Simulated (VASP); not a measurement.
Band structure of ZrSi2 (sg63). Calculation: PBE GGA, VASP's PBE PAW potentials (set 64) (plane waves; VASP).

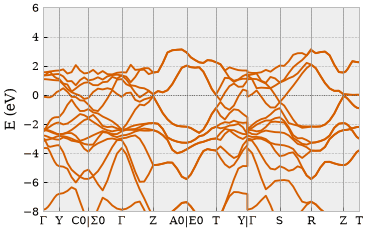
Figure: Bands along high-symmetry lines, zero at the valence-band maximum or, without a gap, the Fermi level

Question: Read the plot: is there a gap, and where are the band edges?

Answer: It has no gap at this level: it comes out as a metal or semimetal. (Edges off the drawn lines would not show.)

The compound is ZrSi2 in the sg63 structure. It was relaxed first.
